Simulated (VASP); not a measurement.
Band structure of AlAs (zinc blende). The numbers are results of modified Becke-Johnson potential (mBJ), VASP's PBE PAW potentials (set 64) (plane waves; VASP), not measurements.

mBJ is a potential without an energy functional, so only the levels count.

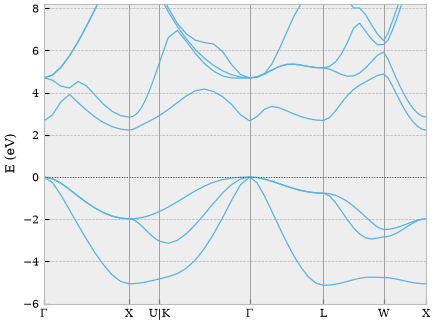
*Bands along high-symmetry lines, zero at the valence-band maximum or, without a gap, the Fermi level*

Problem. Read the plot: is there a gap, and where are the band edges?

Solution. The gap is indirect, 2.23 eV, from the valence maximum at Γ to the conduction minimum at X.

Measured: gap 2.28 eV (computed value off by -0.05 eV), as given by Wei Chen et al., Physical Review Materials (2018), doi:10.1103/physrevmaterials.2.073803 [zero-point renormalisation of 0.04 eV added back (the table's ZPR column)].

The compound is AlAs in the zinc blende structure. It was relaxed first. The cell's shape comes from a PBE relaxation.
